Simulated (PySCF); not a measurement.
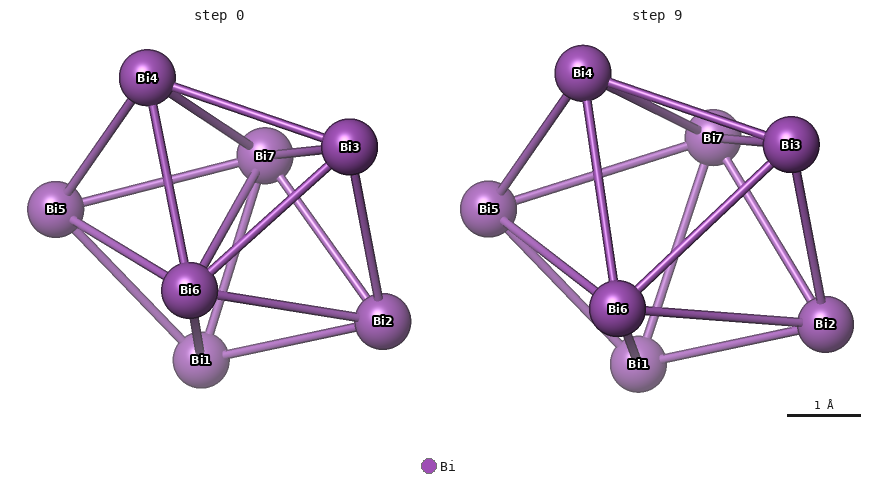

The structure of Bi7 (charge +2, multiplicity 4) before (left) and after (right) a relaxation, at one scale.

A ball-and-stick model, seen from a free direction.

Method: PySCF, UKS TPSS, Bi def2-SVP with ECP60; non-relativistic Hamiltonian with scalar-relativistic core potentials; density fitting.

Input
```
mol = gto.M(atom='''
Bi     2.55297     0.00004    -0.00000
Bi     0.78888     2.42803     0.00000
Bi    -2.06542     1.50057     0.00000
Bi    -2.06537    -1.50063    -0.00000
Bi     0.78895    -2.42801    -0.00000
Bi     0.00000    -0.00000     1.59000
Bi    -0.00000     0.00000    -1.59000''',
    basis={'Bi': 'def2-SVP'},
    ecp={'Bi': 'def2-SVP'},
    charge=2, spin=3)
mf = dft.UKS(mol, xc='TPSS')
mf.grids.atom_grid = (50, 194)  # f atoms: at least (60, 302), unpruned
mf = mf.density_fit()  # Bi def2-universal-JKFIT
mf.conv_tol = 1e-08; mf.max_cycle = 55
mf.kernel(dm0)
# quasi-Newton relaxation in Cartesian coordinates to a largest gradient under 0.00045 Eh/bohr, steps kept in the point group
```

Launched with:
```bash
OMP_NUM_THREADS=4 python run.py
```

What changed between the two?

Over 9 geometry steps the energy falls by 47.5 kcal/mol. The largest force component goes from 4.4 to 0.0013 eV/Å. The largest moves after the best rigid fit, 0.43 Å, are those of Bi6 and Bi7. Some distances before and after: Bi6–Bi7 3.180 → 4.037 Å, Bi1–Bi6 3.008 → 3.315 Å, Bi1–Bi2 3.001 → 3.091 Å. Bond angles that change, for instance: Bi6–Bi2–Bi7 63.8° → 75.0°, Bi1–Bi6–Bi3 107.7° → 98.0°, Bi1–Bi6–Bi2 59.9° → 55.6°.
